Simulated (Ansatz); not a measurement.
# SnH2 (triplet): correlated methods under varied settings at distance Sn1–H2 = 1.926 Å

Aim: run SnH2 (triplet) at one geometry under a spread of methods and options, and see what each costs and gives.

Program: Ansatz 0.2.0, Gaussian basis. Level of theory: the settings change from run to run. These are calculated values, not measurements.

19 further runs of the same task are left out: 16 that didn't finish, 3 set aside as unsound or not needed.

## Step 1: The geometry

The geometry derives from a PBE0/def2-TZVP stationary point (not a proven minimum). One bond is set to the value named and the two fragments are kept rigid. No spin-orbit coupling is included. Elements past krypton take def2 core potentials.

3 atoms, charge 0, spin multiplicity 3.

Atoms are counted from 1 here; the program's logs count them from 0.

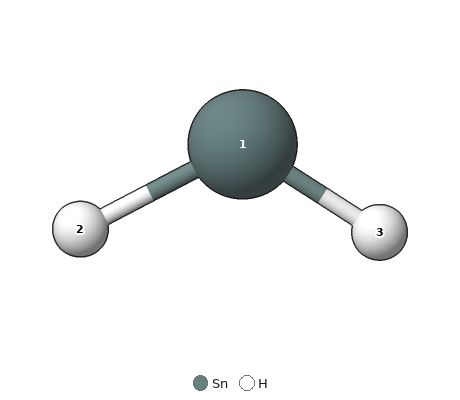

The geometry (tin teal, hydrogen white); atoms are numbered from 1 in the order of the file.

Geometry (Å):

```xyz
3
H2Sn
Sn    0.00000   -0.01528    0.00152
H     0.00000    0.95259   -1.66363
H     0.00000    0.84657    1.48428
```

## Step 2: HF/def2-SVP

The input, in.yaml:

```yaml
crystal:
  periodic: [false, false, false]
  atoms:
    - {symbol: Sn, position_ang: [0.000000, -0.015276, 0.001523]}
    - {symbol: H, position_ang: [0.000000, 0.952585, -1.663626]}
    - {symbol: H, position_ang: [0.000000, 0.846568, 1.484276]}
basis:
  gaussian: {orbitals: def2-SVP}
magnetization: {spin_polarized: false, initial_magnetization: 2}
hamiltonian: {xc: hf}
scf: {lower_state_search: full}
output: {orbitals: {seedname: orbitals}}
```

Started as:

```console
$ ansatz run in.yaml --threads 1 --pin off --events-out ev --progress --plain --max-ram 2393MiB
```

Standard output:

```text
Functional definition: HF
  name "HF"
  cite "Fock, Z. Phys. 61, 126 (1930) doi:10.1007/BF01340294"
  parent pbe
  exchange = exact_x
  correlation = 0
444 factors; integrals over basis functions are off by at most 6.3e-4 eV
mean field evaluation 1: about -5834.5083 eV, gradient 6.3e0 eV
mean field evaluation 2: about -5834.5308 eV, gradient 6.4e0 eV
mean field evaluation 4: about -5835.0437 eV, gradient 9.6e-1 eV
mean field evaluation 8: about -5835.0569 eV, gradient 4.0e-3 eV
mean field evaluation 16: about -5816.9567 eV, gradient 2.3e1 eV
mean field evaluation 32: about -5823.8828 eV, gradient 2.8e1 eV
mean field evaluation 64: about -5835.0109 eV, gradient 7.8e-1 eV
mean field -5835.05687569 eV, -214.4343850379 hartree, gradient 4.6e-5 eV, S^2 2.000000; 4 other end points of the search recorded, 0 dependent functions left out
reference -5835.05687569 eV, -214.4343850379 hartree; 13, 11 occupied and 23, 25 virtual orbitals, 444 factors
Total energy: -5835.05687569 eV, -214.4343850379 hartree
```

Run time: 0.69 s. Hardware: 1 thread of Intel Xeon Platinum 8259CL at 2.50GHz, shared host.

## Step 3: NEVPT4(SD)(6,4)/def2-mTZVP

The input, in.yaml:

```yaml
crystal:
  periodic: [false, false, false]
  atoms:
    - {symbol: Sn, position_ang: [0.000000, -0.015276, 0.001523]}
    - {symbol: H, position_ang: [0.000000, 0.952585, -1.663626]}
    - {symbol: H, position_ang: [0.000000, 0.846568, 1.484276]}
basis:
  gaussian: {orbitals: def2-mTZVP, fitting: {mean_field: def2-universal-jkfit}}
magnetization: {spin_polarized: false, initial_magnetization: 2}
correlation: {method: fic_nevpt4_sd, electrons: outside_noble_gas, active_space: {window: {electrons: 6, orbitals: 4}}}
accuracy: high
```

The command is unchanged.

Standard output:

```text
Functional definition: HF
  name "HF"
  cite "Fock, Z. Phys. 61, 126 (1930) doi:10.1007/BF01340294"
  parent pbe
  exchange = exact_x
  correlation = 0
254 factors; integrals over basis functions are off by at most 9.0e-1 eV
mean field evaluation 1: about -5834.4532 eV, gradient 6.6e0 eV
mean field evaluation 2: about -5834.9797 eV, gradient 2.8e0 eV
mean field evaluation 4: about -5835.0765 eV, gradient 3.2e-1 eV
mean field evaluation 8: about -5835.0788 eV, gradient 1.7e-8 eV
mean field -5835.07875393 eV, -214.4351890487 hartree, gradient 1.7e-8 eV, S^2 2.000000; 0 other end points of the search recorded, 0 dependent functions left out
reference -5835.07875393 eV, -214.4351890487 hartree; 13, 11 occupied and 29, 31 virtual orbitals, 254 factors
state -5835.07875393 eV, -214.4351890487 hartree
state -5835.07875393 eV, -214.4351890487 hartree; corrected -5837.06353077 eV, -214.5081282519 hartree
Total energy: -5837.06353077 eV, -214.5081282519 hartree
```

Wall time 0.69 s (1 thread of Intel Xeon Platinum 8259CL at 2.50GHz, shared host).

From the report: 6 determinants; active occupations 2.00, 2.00, 1.00, 1.00.

## Step 4: CCSD(T) on ROHF/def2-SVP

The input, in.yaml:

```yaml
crystal:
  periodic: [false, false, false]
  atoms:
    - {symbol: Sn, position_ang: [0.000000, -0.015276, 0.001523]}
    - {symbol: H, position_ang: [0.000000, 0.952585, -1.663626]}
    - {symbol: H, position_ang: [0.000000, 0.846568, 1.484276]}
basis:
  gaussian: {orbitals: def2-SVP}
magnetization: {spin_polarized: false, initial_magnetization: 2}
correlation: {method: ccsd_t, electrons: valence, diis_vectors: 1}
```

Launched as before.

Standard output, shortened:

```text
Functional definition: HF
  name "HF"
  cite "Fock, Z. Phys. 61, 126 (1930) doi:10.1007/BF01340294"
  parent pbe
[...]
444 factors; integrals over basis functions are off by at most 6.3e-4 eV
[...]
mean field -5835.05687569 eV, -214.4343850379 hartree, gradient 1.7e-6 eV, S^2 2.000000; 1 other end points of the search recorded, 0 dependent functions left out
[...]
determinant -5835.05687569 eV, -214.4343850379 hartree, with singles and doubles -5838.10277810 eV, -214.5463198869 hartree
determinant -5831.84465879 eV, -214.3163382442 hartree, with singles and doubles -5834.97615246 eV, -214.4314185142 hartree
4 core orbitals not correlated: weight in the atoms' cores, before any rotation towards them, 1.000 or more for the frozen orbitals, at most 0.000 for the correlated occupied ones
reference -5835.05687569 eV, -214.4343850379 hartree; 9, 7 occupied and 23, 25 virtual orbitals, 444 factors
second order -2.40333690 eV of doubles, -0.04381463 eV of singles
cycle   1  -3.04596943 eV  change   -6.7e-5 eV  update   5.3e-4
[...]
cycle   6  -3.04605970 eV  change   -1.2e-5 eV  update   1.3e-5
perturbative correction -0.08117997 eV, -0.0029833090 hartree
Total energy: -5838.18411536 eV, -214.5493089762 hartree
```

Run time: 2.1 s. Hardware: 1 thread of Intel Xeon Platinum 8259CL at 2.50GHz, shared host.

From the report: correlation -3.1272 eV; T1 0.015; largest double amplitude 0.06.

## Step 5: NEVPT4(SD)(4,3)/def2-SVP

in.yaml: that of step 4 with these lines changed.

```diff
@@ -9,2 +9,3 @@
 magnetization: {spin_polarized: false, initial_magnetization: 2}
-correlation: {method: ccsd_t, electrons: valence, diis_vectors: 1}
+correlation: {method: fic_nevpt4_sd, electrons: outside_noble_gas, active_space: {window: {electrons: 4, orbitals: 3}}}
+scf: {lower_state_search: light}
```

Same command.

Standard output:

```text
Functional definition: HF
  name "HF"
  cite "Fock, Z. Phys. 61, 126 (1930) doi:10.1007/BF01340294"
  parent pbe
  exchange = exact_x
  correlation = 0
444 factors; integrals over basis functions are off by at most 6.3e-4 eV
mean field evaluation 1: about -5834.5083 eV, gradient 6.3e0 eV
mean field evaluation 2: about -5834.5308 eV, gradient 6.4e0 eV
mean field evaluation 4: about -5835.0437 eV, gradient 9.6e-1 eV
mean field evaluation 8: about -5835.0569 eV, gradient 4.0e-3 eV
mean field -5835.05687569 eV, -214.4343850379 hartree, gradient 1.7e-6 eV, S^2 2.000000; 0 other end points of the search recorded, 0 dependent functions left out
reference -5835.05687569 eV, -214.4343850379 hartree; 13, 11 occupied and 23, 25 virtual orbitals, 444 factors
state -5835.05687569 eV, -214.4343850379 hartree
state -5835.05687569 eV, -214.4343850379 hartree; corrected -5837.35883808 eV, -214.5189805957 hartree
WARN: 1 active orbitals are nearly empty or full. The corrections depend on them more than the energy does, and are more stable in an active space without them
Total energy: -5837.35883808 eV, -214.5189805957 hartree
```

Run time: 1.1 s. Hardware: 1 thread of Intel Xeon Platinum 8259CL at 2.50GHz, shared host.

From the report: 4 determinants; active occupations 2.00, 1.00, 1.00. The report marks this result as in doubt.

## Step 6: BCCD(T)/def2-SVP

The input, in.yaml:

```yaml
crystal:
  periodic: [false, false, false]
  atoms:
    - {symbol: Sn, position_ang: [0.000000, -0.015276, 0.001523]}
    - {symbol: H, position_ang: [0.000000, 0.952585, -1.663626]}
    - {symbol: H, position_ang: [0.000000, 0.846568, 1.484276]}
basis:
  gaussian: {orbitals: def2-SVP, point_charges: [{charge: 0.50, position_ang: [3.233, 0.478, 0.021]}]}
magnetization: {spin_polarized: true, initial_magnetization: 2}
hamiltonian: {xc: {name: PBE0}}
correlation: {method: bccd_t, electrons: all}
```

The command is unchanged.

Standard output, shortened:

```text
Functional definition: PBE0
  name "PBE0"
  cite "Adamo & Barone, J. Chem. Phys. 110, 6158 (1999) doi:10.1063/1.478522"
  cite "Perdew, Burke & Ernzerhof, Phys. Rev. Lett. 77, 3865 (1996) doi:10.1103/PhysRevLett.77.3865"
  parent pbe
[...]
444 factors; integrals over basis functions are off by at most 6.3e-4 eV
[...]
mean field -5861.57079333 eV, -215.4087535397 hartree, gradient 4.7e-6 eV, S^2 2.002876; 0 other end points of the search recorded, 0 dependent functions left out
reference -5834.96526958 eV, -214.4310185757 hartree; 13, 11 occupied and 23, 25 virtual orbitals, 444 factors
second order -3.08934542 eV of doubles, -0.20501429 eV of singles
cycle   1  -3.55895454 eV  change   -2.7e-1 eV  update   5.6e-2
[...]
cycle  10  -3.73791308 eV  change   -1.6e-5 eV  update   3.0e-5
perturbative correction -0.10072989 eV, -0.0037017553 hartree
Total energy: -5838.80391256 eV, -214.5720861030 hartree
```

Wall time 3.6 s (1 thread of Intel Xeon Platinum 8259CL at 2.50GHz, shared host).

From the report: ⟨S²⟩ of the determinant 2.003 (pure triplet: 2.00); correlation -3.8386 eV; largest double amplitude 0.07.

## Step 7: CCSD(T) on ROHF/def2-SVP

The input, in.yaml:

```yaml
crystal:
  periodic: [false, false, false]
  atoms:
    - {symbol: Sn, position_ang: [0.000000, -0.015276, 0.001523]}
    - {symbol: H, position_ang: [0.000000, 0.952585, -1.663626]}
    - {symbol: H, position_ang: [0.000000, 0.846568, 1.484276]}
basis:
  gaussian: {orbitals: def2-SVP}
magnetization: {spin_polarized: false, initial_magnetization: 2}
correlation: {method: ccsd_t, electrons: all}
```

Same command.

Standard output, shortened:

```text
Functional definition: HF
  name "HF"
  cite "Fock, Z. Phys. 61, 126 (1930) doi:10.1007/BF01340294"
  parent pbe
[...]
444 factors; integrals over basis functions are off by at most 6.3e-4 eV
[...]
mean field -5835.05687569 eV, -214.4343850379 hartree, gradient 1.7e-6 eV, S^2 2.000000; 1 other end points of the search recorded, 0 dependent functions left out
[...]
determinant -5835.05687569 eV, -214.4343850379 hartree, with singles and doubles -5838.55785944 eV, -214.5630438178 hartree
determinant -5831.84465879 eV, -214.3163382442 hartree, with singles and doubles -5835.43217554 eV, -214.4481770532 hartree
reference -5835.05687569 eV, -214.4343850379 hartree; 13, 11 occupied and 23, 25 virtual orbitals, 444 factors
second order -2.87433451 eV of doubles, -0.04439976 eV of singles
cycle   1  -3.50100983 eV  change   -2.6e-5 eV  update   5.4e-4
[...]
cycle   6  -3.50111229 eV  change   -8.6e-6 eV  update   5.4e-6
perturbative correction -0.09260952 eV, -0.0034033371 hartree
Total energy: -5838.65059750 eV, -214.5664518787 hartree
```

Run time: 3.6 s. Hardware: 1 thread of Intel Xeon Platinum 8259CL at 2.50GHz, shared host.

From the report: correlation -3.5937 eV; T1 0.012; largest double amplitude 0.06.

## Step 8: NEVPT2(4,10)/def2-SVP

in.yaml: that of step 7 with these lines changed.

```diff
@@ -7,4 +7,5 @@
 basis:
-  gaussian: {orbitals: def2-SVP}
+  gaussian: {orbitals: def2-SVP, fitting: {mean_field: def2-universal-jkfit}}
 magnetization: {spin_polarized: false, initial_magnetization: 2}
-correlation: {method: ccsd_t, electrons: all}
+hamiltonian: {pseudopotentials: {relativity: scalar}}
+correlation: {method: sc_nevpt2, electrons: outside_noble_gas, active_space: {window: {electrons: 4, orbitals: 10}, states: [{multiplicity: 3, weights: [0.5, 1]}]}}
```

Launched as before.

Standard output:

```text
Functional definition: HF
  name "HF"
  cite "Fock, Z. Phys. 61, 126 (1930) doi:10.1007/BF01340294"
  parent pbe
  exchange = exact_x
  correlation = 0
254 factors; integrals over basis functions are off by at most 4.6e-1 eV
mean field evaluation 1: about -5834.5321 eV, gradient 6.3e0 eV
mean field evaluation 2: about -5834.9761 eV, gradient 2.2e0 eV
mean field evaluation 4: about -5835.0549 eV, gradient 2.5e-1 eV
mean field -5835.05635045 eV, -214.4343657358 hartree, gradient 2.6e-6 eV, S^2 2.000000; 0 other end points of the search recorded, 0 dependent functions left out
reference -5835.05635045 eV, -214.4343657358 hartree; 13, 11 occupied and 23, 25 virtual orbitals, 254 factors
state -5836.07079916 eV, -214.4716460383 hartree
state -5832.96957156 eV, -214.3576780260 hartree
state -5836.07079916 eV, -214.4716460383 hartree; corrected -5837.07158244 eV, -214.5084241453 hartree
state -5832.96957156 eV, -214.3576780260 hartree; corrected -5833.96081543 eV, -214.3941055665 hartree
Total energy: -5834.99773777 eV, -214.4322117595 hartree
Relativity: scalar
```

It took 9.5 s on 1 thread of Intel Xeon Platinum 8259CL at 2.50GHz, shared host.

From the report: 1,008 determinants; active occupations (of the averaged states) 1.91, 1.01, 0.67, 0.37, 0.01, 0.01, 0.01, 0.01, 0.00, 0.00.

## Step 9: CCSDT on ROHF/def2-SVP

The input, in.yaml:

```yaml
crystal:
  periodic: [false, false, false]
  atoms:
    - {symbol: Sn, position_ang: [0.000000, -0.015276, 0.001523]}
    - {symbol: H, position_ang: [0.000000, 0.952585, -1.663626]}
    - {symbol: H, position_ang: [0.000000, 0.846568, 1.484276]}
basis:
  gaussian: {orbitals: def2-SVP}
magnetization: {spin_polarized: false, initial_magnetization: 2}
correlation: {method: ccsdt, electrons: outside_noble_gas}
```

The command is unchanged.

Standard output, shortened:

```text
Functional definition: HF
  name "HF"
  cite "Fock, Z. Phys. 61, 126 (1930) doi:10.1007/BF01340294"
  parent pbe
[...]
762 factors; integrals over basis functions are off by at most 1.7e-7 eV
[...]
mean field -5835.05692587 eV, -214.4343868822 hartree, gradient 1.7e-6 eV, S^2 2.000000; 1 other end points of the search recorded, 0 dependent functions left out
[...]
determinant -5835.05692587 eV, -214.4343868822 hartree, with singles and doubles -5837.40838153 eV, -214.5208012837 hartree
determinant -5831.84472252 eV, -214.3163405863 hartree, with singles and doubles -5834.29674046 eV, -214.4064505834 hartree
9 core orbitals not correlated: weight in the atoms' cores, before any rotation towards them, 0.999 or more for the frozen orbitals, at most 0.001 for the correlated occupied ones
reference -5835.05692587 eV, -214.4343868822 hartree; 4, 2 occupied and 23, 25 virtual orbitals, 762 factors
second order -1.73900569 eV of doubles, -0.02814467 eV of singles
cycle   1  -2.15509078 eV  change   -3.9e-1 eV  update   6.0e-2
[...]
cycle  15  -2.42259306 eV  change   -4.1e-7 eV  update   4.9e-7
Total energy: -5837.47951893 eV, -214.5234155350 hartree
```

Wall time 3.4 s (1 thread of Intel Xeon Platinum 8259CL at 2.50GHz, shared host).

From the report: correlation -2.4226 eV; T1 0.022; largest double amplitude 0.07.

## Step 10: CCSDT(Q)/B on ROHF/def2-SVP

in.yaml: that of step 9 with these lines changed.

```diff
@@ -9,2 +9,3 @@
 magnetization: {spin_polarized: false, initial_magnetization: 2}
-correlation: {method: ccsdt, electrons: outside_noble_gas}
+correlation: {method: ccsdt_q_b, electrons: outside_noble_gas}
+output: {forces: true}
```

Same command.

Standard output, shortened:

```text
Functional definition: HF
  name "HF"
  cite "Fock, Z. Phys. 61, 126 (1930) doi:10.1007/BF01340294"
  parent pbe
[...]
762 factors; integrals over basis functions are off by at most 1.7e-7 eV
[...]
mean field -5835.05692587 eV, -214.4343868822 hartree, gradient 1.7e-6 eV, S^2 2.000000; 1 other end points of the search recorded, 0 dependent functions left out
[...]
determinant -5835.05692587 eV, -214.4343868822 hartree, with singles and doubles -5837.40838153 eV, -214.5208012837 hartree
determinant -5831.84472252 eV, -214.3163405863 hartree, with singles and doubles -5834.29674046 eV, -214.4064505834 hartree
9 core orbitals not correlated: weight in the atoms' cores, before any rotation towards them, 0.999 or more for the frozen orbitals, at most 0.001 for the correlated occupied ones
reference -5835.05692587 eV, -214.4343868822 hartree; 4, 2 occupied and 23, 25 virtual orbitals, 762 factors
second order -1.73900569 eV of doubles, -0.02814467 eV of singles
cycle   1  -2.15509079 eV  change   -3.9e-1 eV  update   6.0e-2
[...]
cycle  15  -2.42259307 eV  change   -4.2e-7 eV  update   4.8e-7
perturbative correction -0.00099011 eV, -0.0000363860 hartree
[...]
Total energy: -5837.48050906 eV, -214.5234519215 hartree
Atom 0 at     0.000000    -0.015276     0.001523 Å, force    -0.000000     0.590862    -1.635595 eV/Å
Atom 1 at     0.000000     0.952585    -1.663626 Å, force     0.000000    -0.774185     1.427408 eV/Å
Atom 2 at     0.000000     0.846568     1.484276 Å, force    -0.000000     0.183323     0.208187 eV/Å
Dipole moment:    -0.000000    -0.082952     0.059082 e Å
```

Run time: 23 s. Hardware: 1 thread of Intel Xeon Platinum 8259CL at 2.50GHz, shared host; peak memory 0.31 GiB.

From the report: correlation -2.4236 eV; T1 0.022; largest double amplitude 0.07.

## Step 11: All runs side by side

Where basis and cores are those of an earlier FCI/def2-SVP run (-5837.4799 eV), and the state is the same kind, the miss against it is given. † marks a result that the program doubts.

| level | correlated | functions | energy (eV) | from FCI (meV) | time |
| --- | --- | --- | --- | --- | --- |
| HF/def2-SVP |  | 36 | -5835.0569 | 2423.1 | 0.69 s |
| NEVPT4(SD)(6,4)/def2-mTZVP | outside noble gas | 42 | -5837.0635 |  | 0.69 s |
| CCSD(T) on ROHF/def2-SVP | valence | 36 | -5838.1841 |  | 2.1 s |
| NEVPT4(SD)(4,3)/def2-SVP † | outside noble gas | 36 | -5837.3588 | 121.1 | 1.1 s |
| BCCD(T)/def2-SVP (beside a point charge, on PBE0 orbitals) | all | 36 | -5838.8039 |  | 3.6 s |
| CCSD(T) on ROHF/def2-SVP | all | 36 | -5838.6506 |  | 3.6 s |
| NEVPT2(4,10)/def2-SVP (mean of several states, relativity set) | outside noble gas | 36 | -5834.9977 |  | 9.5 s |
| CCSDT on ROHF/def2-SVP | outside noble gas | 36 | -5837.4795 | 0.4 | 3.4 s |
| CCSDT(Q)/B on ROHF/def2-SVP | outside noble gas | 36 | -5837.4805 | -0.6 | 23 s |

## Step 12: Summary of results

| quantity | value |
| --- | --- |
| runs | 9 |
| quickest | HF/def2-SVP, 0.69 s |
| slowest | CCSDT(Q)/B on ROHF/def2-SVP, 23 s |

**Reading.** Total energies in different bases, with other cores or another treatment of relativity can't be set against each other. CCSDT(Q)/B on ROHF/def2-SVP took 33 times as long as HF/def2-SVP; the jobs differ in more than the method. Among the correlated runs with a miss given, it spans -1 to +121 meV. Hartree-Fock, CASSCF and CASCI lack dynamic correlation by design.
